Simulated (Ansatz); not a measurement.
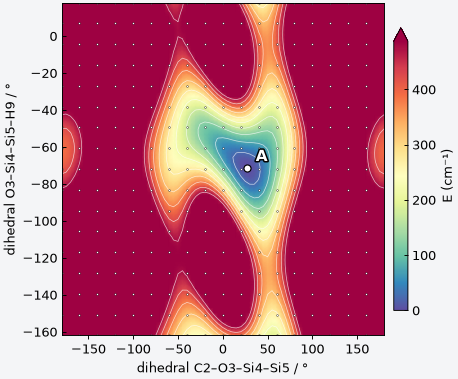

C2H6OSi2, SMILES C#CO[SiH2][SiH3]. 
- The first coordinate is: dihedral C2–O3–Si4–Si5; the second: dihedral O3–Si4–Si5–H9.
- Nothing is relaxed (all other coordinates rigid).
- The scan uses an 18 × 17 grid.
- All energies are given in cm⁻¹ relative to the relaxed molecule at the same level.
- Method: Ansatz, RKS SPW92 (LDA)/def2-SVP.

Drawn: a smooth colour map with a few white contour lines, dots at the grid points, one colour for all values above the top of the scale, the well A. Between grid points the surface is interpolated.

Where is the minimum, and how stiff is the well along each coordinate? Take the well at A.

The interpolated minimum is at dihedral C2–O3–Si4–Si5 ≈ 28°, dihedral O3–Si4–Si5–H9 ≈ −71.5°. The curvatures there are about 0.12 eV/rad² and 0.33 eV/rad², with a cross term of about 0.073 eV/rad². Round the minimum the valley is somewhat tilted: raising dihedral C2–O3–Si4–Si5 shifts the best value of dihedral O3–Si4–Si5–H9 downwards (coupling k₁₂/√(k₁₁k₂₂) about 0.4). (1 eV is 8066 cm⁻¹.)
